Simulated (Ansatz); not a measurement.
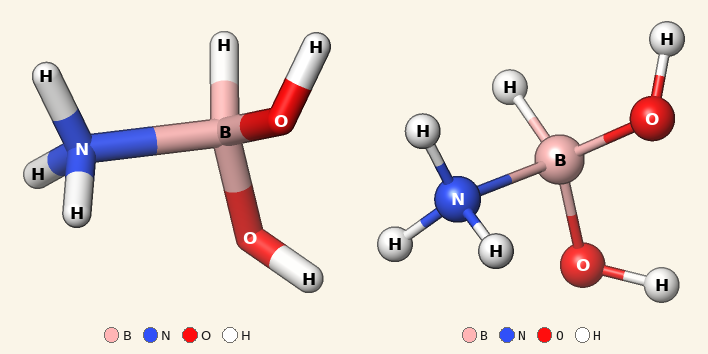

Both panels show the same species.

The computed structure is the end point of a PBE0-D4/def2-TZVP optimisation.

> Count the atoms of each element.

BH6NO2, 10 atoms: 1 boron, 6 hydrogen, 1 nitrogen and 2 oxygen.

> Count the bonded pairs by element.

3 N–H, 2 B–O, 2 O–H, 1 B–N, 1 B–H. Sticks follow a distance rule.

More results for the same structure follow; atom numbers are the same in all pictures, views and colours differ.

## Shape

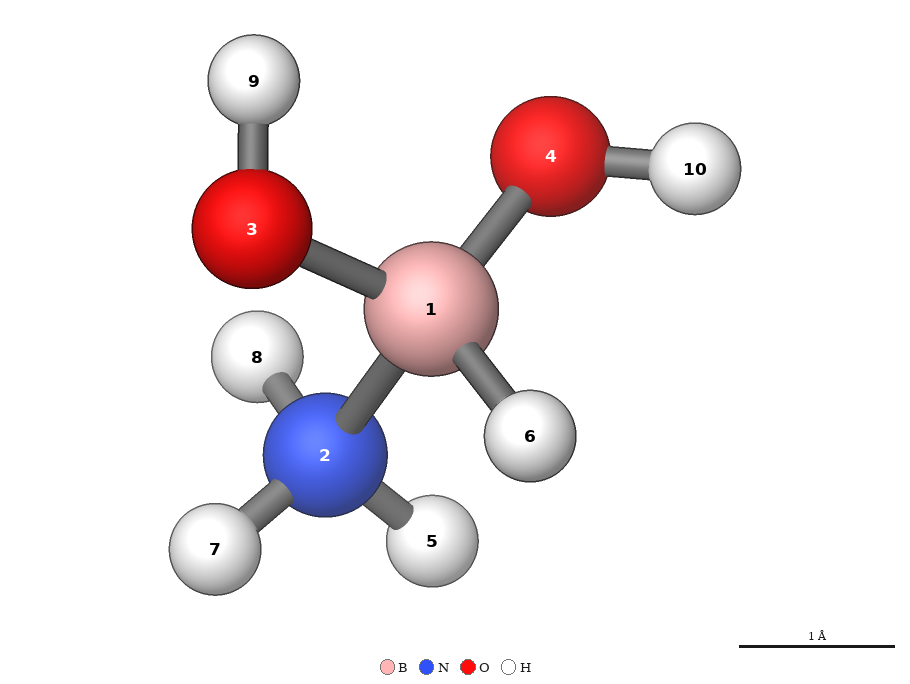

Numbered structure.

Which atoms are bonded, and how long are the bonds?

```csv
bond,length (Å)
B1–N2,1.707
B1–O3,1.427
B1–O4,1.432
B1–H6,1.224
N2–H5,1.014
N2–H7,1.014
N2–H8,1.016
O3–H9,0.959
O4–H10,0.956
```

## Vibrations

Harmonic vibrations computed with RKS PBE0-D4/def2-TZVP (Ansatz 0.2.0) at a stationary point of the same level.

> List the wavenumbers.

24 modes: 143, 166, 253, 313, 383, 448, 537, 770, 800, 914, 976, 1039, 1107, 1178, 1270, 1274, 1642, 1644, 2402, 3475, 3599, 3616, 3904, 3946 cm⁻¹.

## Dipole moment

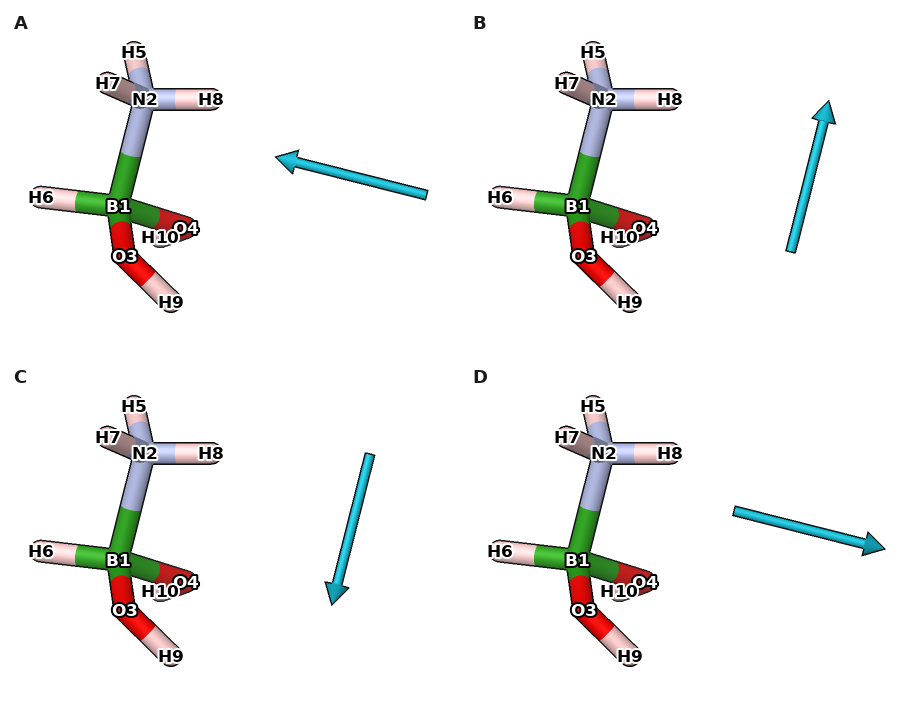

The same molecule four times, each with an arrow. Method: RKS PBE0-D4/def2-TZVP (Ansatz 0.2.0).

> Which arrow points along the dipole moment, from the negative to the positive end?

B. The dipole moment is 4.01 D; it points from the side of H9 to the side of H5 (the outermost atoms at the two ends).

## Charges

The questions are on Mulliken charges. Level of theory: RKS PBE0-D4/def2-TZVP (Ansatz 0.2.0).

List the Mulliken charges.

```
atom  value (e)
  B1       0.15
  N2      −0.42
  O3      −0.55
  O4      −0.54
  H5       0.27
  H6      −0.09
  H7       0.28
  H8       0.27
  H9       0.31
 H10       0.32
```

Mulliken values depend strongly on the basis set and can even reverse the polarity of a bond.
